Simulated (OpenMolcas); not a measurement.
**Run report: SOF2, single-point calculation (part 2 of 2)**

The same run, continued: SOF2; CASSCF/ANO-S-VTZP (OpenMolcas 26.06). The geometry comes from this level: PBE0-D4/def2-TZVP.

Geometry of the input (Å):
```
O  0.9324  0.0666  -1.0178
S  -0.1513  -0.4262  -0.2457
F  -1.1244  0.8042  0.0004
F  0.3433  -0.4446  1.2631
```

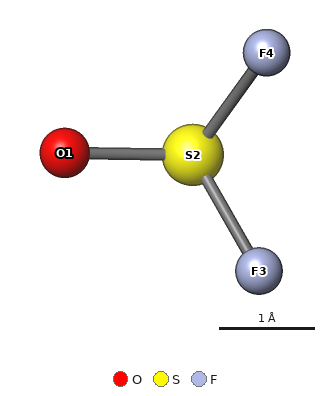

Fig. 1: The input geometry (ball-and-stick view, seen at a tilt; atoms are numbered from 1 in the order of the input).

### What the program printed, continued
```
++    Natural Bond Order analysis
      ---------------------------
      Based on LoProp computed density
      -------------------------------------------------------------------------------------
      Atom A       Atom B       Bond Order
      -------------------------------------------------------------------------------------
      NBO located      0.998 non-bonded electrons on atom O1
      NBO located      0.983 non-bonded electrons on atom O1
      NBO located      0.907 non-bonded electrons on atom O1
      NBO located      0.992 non-bonded electrons on atom S2
      NBO located      1.000 non-bonded electrons on atom S2
      NBO located      1.000 non-bonded electrons on atom S2
      NBO located      0.999 non-bonded electrons on atom S2
      NBO located      0.999 non-bonded electrons on atom S2
      NBO located      0.957 non-bonded electrons on atom F3
      NBO located      0.999 non-bonded electrons on atom F3
      NBO located      0.993 non-bonded electrons on atom F3
      NBO located      0.999 non-bonded electrons on atom F4
      NBO located      0.964 non-bonded electrons on atom F4
      NBO located      0.973 non-bonded electrons on atom F4
      The remaining    7.243 electrons are to be considered as diffuse
--

--

      Average orbitals are written to the RASORB file
      Natural orbitals for root   1 are written to the RASORB.1 file
      Spin density orbitals for root   1 are written to the SPDORB.1 file

--- Stop Module: rasscf /rc=_RC_ALL_IS_WELL_ ---

>>> COPY step2.RunFile RUNFIL1

>>> COPY step2.RasOrb INPORB

--- Start Module: gateway ---

                                              &GATEWAY

                       available to each process: 1.9 GB of memory, 1 thread

++    Symmetry information:
      ---------------------

                    Character Table for C1

                             E
                    a        1  x, y, xy, Rz, z, xz, Ry, yz, Rx, I
--

++    Basis set information:
      ----------------------

      Basis set label: O.ANO-S...4S3P2D.

      Electronic valence basis set:
      ------------------
      Associated Effective Charge   8.000000 au
      Associated Actual Charge      8.000000 au
      Nuclear Model: Point charge

      Shell  nPrim  nBasis  Cartesian Spherical Contaminant
         s      10       4        X
         p       6       3        X
         d       3       2                 X

      Basis set label: S.ANO-S...5S4P2D.

      Electronic valence basis set:
      ------------------
      Associated Effective Charge  16.000000 au
      Associated Actual Charge     16.000000 au
      Nuclear Model: Point charge

      Shell  nPrim  nBasis  Cartesian Spherical Contaminant
         s      13       5        X
         p      10       4        X
         d       4       2                 X

      Basis set label: F.ANO-S...4S3P2D.

      Electronic valence basis set:
      ------------------
      Associated Effective Charge   9.000000 au
      Associated Actual Charge      9.000000 au
      Nuclear Model: Point charge

      Shell  nPrim  nBasis  Cartesian Spherical Contaminant
         s      10       4        X
         p       6       3        X
         d       3       2                 X
--

++    Molecular structure info:
      -------------------------

                    ************************************************
                    **** Cartesian Coordinates / bohr, angstrom ****
                    ************************************************

     Center  Label                x              y              z                     x              y              z
        1      O1               1.761981       0.125856      -1.923363              0.932400       0.066600      -1.017800
        2      S2              -0.285916      -0.805401      -0.464306             -0.151300      -0.426200      -0.245700
        3      F3              -2.124808       1.519718       0.000756             -1.124400       0.804200       0.000400
        4      F4               0.648743      -0.840172       2.386913              0.343300      -0.444600       1.263100

                    ***************************************
                    *    InterNuclear Distances / bohr    *
                    ***************************************

               1 O1            2 S2            3 F3            4 F4
    1 O1       0.000000
    2 S2       2.681411        0.000000
    3 F3       4.555460        3.000664        0.000000
    4 F4       4.555325        3.000707        4.353781        0.000000

                    *******************************************
                    *    InterNuclear Distances / angstrom    *
                    *******************************************

               1 O1            2 S2            3 F3            4 F4
    1 O1       0.000000
    2 S2       1.418942        0.000000
    3 F3       2.410645        1.587883        0.000000
    4 F4       2.410574        1.587906        2.303922        0.000000
--

            Nuclear Potential Energy            193.92951709 au

--- Stop Module: gateway /rc=_RC_ALL_IS_WELL_ ---

--- Start Module: seward ---

                                              &SEWARD

                       available to each process: 1.9 GB of memory, 1 thread

               SEWARD will generate:
                  Multipole Moment integrals up to order  2
                  Kinetic Energy integrals
                  Nuclear Attraction integrals (point charge)
                  One-Electron Hamiltonian integrals
                  Velocity integrals
                  Orbital angular momentum around ( -0.1047  -0.1259  -0.0029 )
                  Velocity quadrupole around ( -0.1047  -0.1259  -0.0029 )
                  RI decomposed two-electron repulsion integrals stored Cholesky style
                   - acCD auxiliary basis
                   - CD Threshold:   1.00E-04

                   Integrals are discarded if absolute value <: 1.00E-14
                   Integral cutoff threshold is set to       <: 1.00E-16

            Nuclear Potential Energy            193.92951709 au

      Basis set specifications :
      Symmetry species         a
      Basis functions           96

--- Stop Module: seward /rc=_RC_ALL_IS_WELL_ ---
--- Module seward spent 1 second ---

>>> COPY step2.RunFile RUNFIL2

--- Start Module: expbas ---

                                              &EXPBAS

                       available to each process: 1.9 GB of memory, 1 thread

 Header on input orbitals file:
* RASSCF average (pseudo-natural) orbitals

 Information from input runfile
           Number of symmetries    1
      Number of basis functions   24

 Information from expanded basis set runfile
           Number of symmetries    1
      Number of basis functions   96
 New orbitals have been built in file EXPORB
--- Stop Module: expbas /rc=_RC_ALL_IS_WELL_ ---

--- Start Module: rasscf ---

                                              &RASSCF

                       available to each process: 1.9 GB of memory, 1 thread

      Header of the ONEINT file:
      --------------------------

      OrdInt status: non-squared

      Cartesian coordinates in angstrom:
      -----------------------------------------------------
      No.  Label        X            Y            Z
      -----------------------------------------------------
       1   O1         0.93240000   0.06660000  -1.01780000
       2   S2        -0.15130000  -0.42620000  -0.24570000
       3   F3        -1.12440000   0.80420000   0.00040000
       4   F4         0.34330000  -0.44460000   1.26310000
      -----------------------------------------------------
      Nuclear repulsion energy =  193.92951709

++    Wave function specifications:
      -----------------------------

      Number of closed shell electrons          38
      Number of electrons in active shells       4
      Max number of holes in RAS1 space          0
      Max nr of electrons in RAS3 space          0
      Number of inactive orbitals               19
      Number of active orbitals                  4
      Number of secondary orbitals              73
      Spin quantum number                      0.0
      State symmetry                             1
--

++    Orbital specifications:
      -----------------------

      Symmetry species                           1
                                                 a
      Frozen orbitals                            0
      Inactive orbitals                         19
      Active orbitals                            4
      RAS1 orbitals                              0
      RAS2 orbitals                              4
      RAS3 orbitals                              0
      Secondary orbitals                        73
      Deleted orbitals                           0
      Number of basis functions                 96
--

++    CI expansion specifications:
      ----------------------------

      Number of CSFs                            20
      Number of spin combinations               21
      Number of determinants                    36
      Number of root(s) required                 1
      Root chosen for geometry opt.              1
      CI root used                               1

      highest root included in the CI            1
      max. size of the explicit Hamiltonian     20
--

++    Optimization specifications:
      ----------------------------

      RASSCF algorithm: LK RI/DF
      Maximum number of macro iterations       200
      Maximum number of SX iterations          100
      Threshold for RASSCF energy            1.000E-08
      Threshold for max MO rotation          1.000E-01
      Threshold for max BLB element          1.000E-04
      Level shift parameter                  5.000E-01
      Make Quasi-Newton update
--

      The MO-coefficients are taken from the file:
      step2.ExpOrb
      Title:Basis set expanded orbital file EXPORB

      Total molecular charge    0.00

      ************************************************************************************************************************
      *                                            Wave function control section                                             *
      ************************************************************************************************************************

                                         RASSCF iterations: Energy and convergence statistics
                                         ----------------------------------------------------

          iter iter root      energy       change     param      element    value   shift minimum  type update hh:mm:ss
 Nr of preliminary CI iterations:   1
        1   1   23    1  -670.75973281    0.00E+00   7.43E-02   20  55 1  2.61E-01*  0.00   0.00    SX    NO    0:00:00
        2   1  101    1  -671.26323825   -5.04E-01* -7.65E-02   15  22 1  1.40E-01*  0.00   0.00    SX    NO    0:00:00
        3   1  101    1  -671.33556275   -7.23E-02* -6.30E-02   20  55 1  4.72E-02*  0.00   0.00    SX    NO    0:00:00
        4   1   40    1  -671.35409323   -1.85E-02*  5.28E-02   15  22 1  4.07E-02*  0.00   0.00    SX    NO    0:00:00
        5   1   27    1  -671.36004227   -5.95E-03* -5.16E-02   11  24 1  2.14E-02*  0.00   0.78    QN   YES    0:00:00
        6   1   27    1  -671.36432568   -4.28E-03* -5.46E-02   11  24 1  1.34E-02*  0.00   2.50    LS   YES    0:00:00
        7   1   26    1  -671.36726317   -2.94E-03*  6.50E-02   19  24 1  7.55E-03*  0.00   1.75    QN   YES    0:00:00
        8   1   25    1  -671.36897861   -1.72E-03* -3.95E-02   19  24 1  6.52E-03*  0.00   1.40    QN   YES    0:00:00
        9   1   24    1  -671.36937730   -3.99E-04*  1.88E-02   19  24 1  3.39E-03*  0.00   1.37    QN   YES    0:00:00
       10   1   22    1  -671.36949829   -1.21E-04* -1.63E-02   15  22 1  1.20E-03*  0.00   1.67    QN   YES    0:00:00
       11   1   21    1  -671.36956392   -6.56E-05*  1.78E-02   19  24 1 -7.85E-04*  0.00   1.64    QN   YES    0:00:00
       12   1   22    1  -671.36960666   -4.27E-05* -1.66E-02   19  24 1 -1.96E-03*  0.00   1.53    QN   YES    0:00:00
       13   1   22    1  -671.36963412   -2.75E-05* -9.11E-03   19  24 1 -8.44E-04*  0.00   1.47    QN   YES    0:00:00
       14   1   20    1  -671.36964608   -1.20E-05* -2.26E-03   19  24 1 -5.82E-04*  0.00   1.21    QN   YES    0:00:00
       15   1   18    1  -671.36964850   -2.42E-06*  8.62E-04   12  23 1  2.04E-04*  0.00   1.19    QN   YES    0:00:00
       16   1   14    1  -671.36964876   -2.63E-07*  2.54E-04   14  24 1 -7.48E-05   0.00   1.10    QN   YES    0:00:00
       17   1   14    1  -671.36964883   -7.15E-08*  1.96E-04   15  22 1  2.70E-05   0.00   1.16    QN   YES    0:00:00
       18   1   12    1  -671.36964886   -2.66E-08*  2.56E-04   10  22 1 -2.33E-05   0.00   1.33    QN   YES    0:00:00
       19   1   11    1  -671.36964887   -1.38E-08* -4.39E-05   14  24 1  2.00E-05   0.00   0.99    QN   YES    0:00:00
       20   1   10    1  -671.36964887   -2.48E-09  -1.02E-04   19  24 1 -7.33E-06   0.00   2.50    QN   YES    0:00:00
      Convergence after 20 iterations
       21   1   10    1  -671.36964887   -1.16E-09  -1.02E-04    9  23 1  3.76E-06   0.00   2.50    QN   YES    0:00:00

      ************************************************************************************************************************
                                                      Wave function printout:
                       occupation of active orbitals, and spin coupling of open shells (u,d: Spin up or down)
      ************************************************************************************************************************

      Note: transformation to natural orbitals
      has been made, which may change the order of the CSFs.

      printout of CI-coefficients larger than  0.05 for root  1
      energy=    -671.369649
      conf/sym  1111     Coeff  Weight
             1  2200   0.98887 0.97786
             8  2002  -0.06253 0.00391
            10  udud   0.10192 0.01039
            14  0202  -0.06198 0.00384

      Natural orbitals and occupation numbers for root  1
      sym 1:   1.976835   1.978654   0.018362   0.026149

      ************************************************************************************************************************
      *                                                    Final results                                                     *
      ************************************************************************************************************************

++    Final optimization conditions:
      ------------------------------

      Average CI energy                            -671.36964887
      RASSCF energy for state  1                   -671.36964887
      Super-CI energy                                -0.00000000
      RASSCF energy change                           -0.00000000
      Max change in MO coefficients              -8.638E-05
      Max non-diagonal density matrix element    -1.022E-04
      Maximum BLB matrix element                  3.759E-06
      (orbital pair   9,  23 in symmetry   1)
      Norm of electronic gradient            1.393E-05
--

      Final state energy(ies):
      ------------------------

::    RASSCF root number  1 Total energy:   -671.36964887
      Von Neumann Entropy (Root   1) =  0.17587

      Mulliken population analysis for root number:  1
      -----------------------------------------------

++    Molecular charges:
      ------------------

      Mulliken charges per centre
      ---------------------------

                O1      S2      F3      F4
      Total    8.8709 14.2844  9.4223  9.4223

      N-E     -0.8709  1.7156 -0.4223 -0.4223

      Total electronic charge=   42.000000

      Total            charge=   -0.000000
--

      Expectation values of various properties for root number:  1
      -----------------------------------------------------------

++    Molecular properties:
      ---------------------

      Charge (e):
                      =   -0.0000
      Dipole Moment (debye):
      Origin of the operator (angstrom)=   -0.0554   -0.0666   -0.0015
                   X= -1.4516E+00               Y= -1.4506E+00               Z=  2.5209E-01           Total=  2.0676E+00
      Quadrupole Moment (debye*angstrom):
      Origin of the operator (angstrom)=   -0.0554   -0.0666   -0.0015
                  XX= -2.9265E+01              XY=  5.6034E-02              XZ=  1.7540E+00              YY= -2.7067E+01
                  YZ=  6.6311E-01              ZZ= -2.9186E+01
      In traceless form (debye*angstrom)
                  XX= -1.1383E+00              XY=  8.4051E-02              XZ=  2.6310E+00              YY=  2.1586E+00
                  YZ=  9.9466E-01              ZZ= -1.0203E+00
--

      LoProp population analysis for root number:  1
      -----------------------------------------------

++    LoProp analysis:
      ----------------

++    Static properties:
      ------------------

      LoProp Charges per center

                   O1       S2       F3       F4
      Nuclear      8.0000  16.0000   9.0000   9.0000
      Electronic  -8.8169 -14.2733  -9.4549  -9.4549

      Total       -0.8169   1.7267  -0.4549  -0.4549
--

      Natural Bond Order analysis for root number:  1

++    Natural Bond Order analysis
      ---------------------------
      Based on LoProp computed density
      -------------------------------------------------------------------------------------
      Atom A       Atom B       Bond Order
        O1           S2             0.784
      -------------------------------------------------------------------------------------
      NBO located      1.569 electrons involved in    1 bonds.
      NBO located      0.997 non-bonded electrons on atom O1
      NBO located      0.997 non-bonded electrons on atom O1
      NBO located      0.959 non-bonded electrons on atom O1
      NBO located      0.992 non-bonded electrons on atom S2
      NBO located      1.005 non-bonded electrons on atom S2
      NBO located      1.000 non-bonded electrons on atom S2
      NBO located      1.000 non-bonded electrons on atom S2
      NBO located      0.999 non-bonded electrons on atom S2
      NBO located      0.973 non-bonded electrons on atom F3
      NBO located      1.000 non-bonded electrons on atom F3
      NBO located      0.995 non-bonded electrons on atom F3
      NBO located      1.000 non-bonded electrons on atom F4
      NBO located      0.978 non-bonded electrons on atom F4
      NBO located      0.985 non-bonded electrons on atom F4
      The remaining    5.740 electrons are to be considered as diffuse
--

--

      Average orbitals are written to the RASORB file
      Natural orbitals for root   1 are written to the RASORB.1 file
      Spin density orbitals for root   1 are written to the SPDORB.1 file

--- Stop Module: rasscf /rc=_RC_ALL_IS_WELL_ ---
--- Module rasscf spent 6 seconds ---

.##################.
.# Happy landing! #.
.##################.

    Timing: Wall=10.30 User=9.47 System=0.81
```
